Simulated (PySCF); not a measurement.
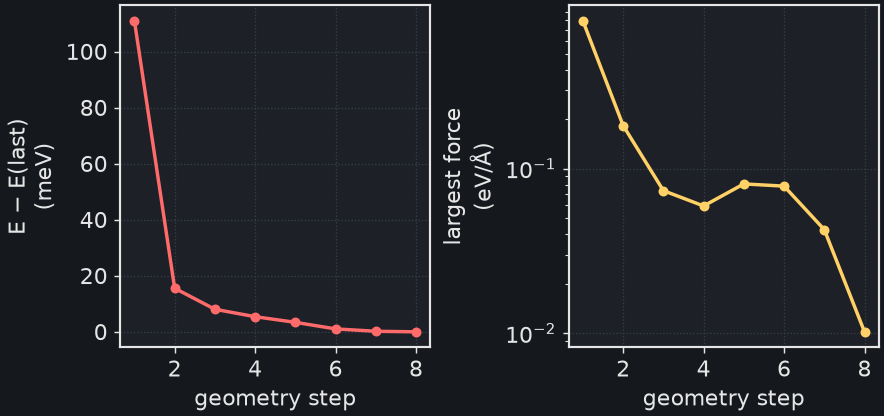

History of a geometry optimisation.

- system: C3H12N2Si (SMILES CCC[SiH](N)N)
- method: PySCF 2.14.0, density fitting, PBE0-D3(BJ)/def2-SVP, geometry optimisation

### How did it end, and what did it gain?

The optimisation met its thresholds at geometry 8, counting the start as the first. The energy fell by about 110 meV from the first step to the last. The largest force goes from about 0.79 eV/Å at the start to 0.01 eV/Å at the end.

### By which step was nine tenths of the energy gained?

By step 3 of 8.
